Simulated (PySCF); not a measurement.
CH$_{5}$Sb, SMILES `C[SbH2]`.

PySCF calculation, ωB97X/def2-TZVP, gas phase; geometry: GFN2-xTB. Core potentials replace the inner electrons of Sb; spin–orbit coupling isn't included. No frequency check shows the geometry to be a minimum. GFN2-xTB bond lengths at metals and heavier atoms can be off by up to 0.1 Å and shapes distorted, which carries into these values.

Coordinates in Å:

```
C1       1.8298   -0.0111   -0.0001
Sb2     -0.3278    0.0478    0.0007
H3       2.2067    0.5077   -0.8746
H4       2.2070    0.4837    0.8873
H5       2.1783   -1.0368   -0.0140
H6      -0.4266   -1.1476   -1.2001
H7      -0.4262   -1.1799    1.1683
```

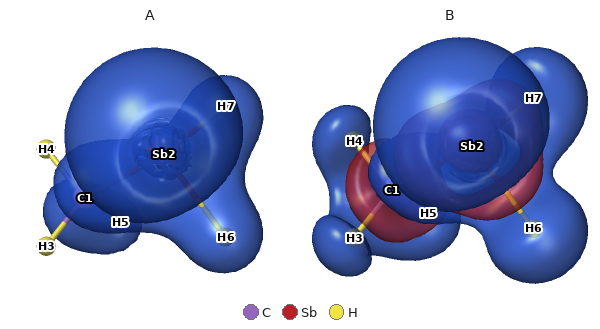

The Fukui function f⁻ from two separate SCF calculations and the density of the HOMO, at ±0.015 e/Å³ (blue positive, red negative).

**Which panel is which, and how good is the frozen-orbital picture?**

B is f⁻ (it has negative regions), A the HOMO density. The HOMO lies on Sb2 (72 %), C1 (11 %) and H6 and H7 (6 % each); f⁻ (Hirshfeld-condensed) is largest on Sb2 (0.53); the vertical ionisation energy is 9.43 eV. Relaxation shifts 20 % of the electron between atoms. The orbital energy is −9.30 eV.
